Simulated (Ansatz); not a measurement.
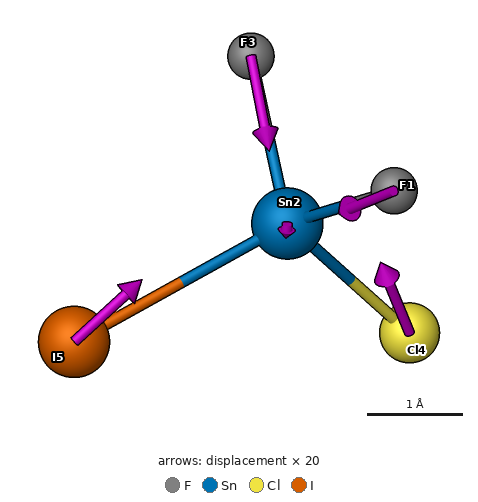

A relaxation of SnIClF2. The starting structure is drawn; purple arrows show the displacements, magnified 20 times. The two geometries are superimposed by the best rigid fit.

A ball-and-stick model, seen at a tilt.

The start comes from PBE-D4/def2-SVP.

Method: RKS PBE0-D4/def2-TZVP (Ansatz).

The input:
```yaml
crystal:
  periodic: [false, false, false]
  atoms:
    - {symbol: F, position_ang: [-0.008908, -0.372866, 1.942811]}
    - {symbol: Sn, position_ang: [0.036600, -0.074403, 0.024882]}
    - {symbol: F, position_ang: [1.583249, -1.077746, -0.584100]}
    - {symbol: Cl, position_ang: [-1.866962, -1.068767, -0.898052]}
    - {symbol: I, position_ang: [0.305921, 2.520182, -0.526941]}
basis:
  gaussian: {orbitals: def2-TZVP}
hamiltonian: {xc: pbe0, dispersion: d4}
relax: {f_tol: 0.005, max_steps: 150}
```

**What did the optimiser do to the structure, and how much energy did it gain?**

The energy falls by 9.71 kJ/mol in 4 geometry steps. Largest force component: 1.2 eV/Å at the start, 0.00065 eV/Å at the end. The largest moves after the best rigid fit, 0.055 Å, are those of F1 and F3. By element the largest moves are F 0.055 Å, Cl 0.053 Å, I 0.049 Å, Sn 0.009 Å. Some distances before and after: Sn2–Cl4 2.338 → 2.281 Å, Sn2–I5 2.666 → 2.616 Å, F1–Sn2 1.942 → 1.893 Å.
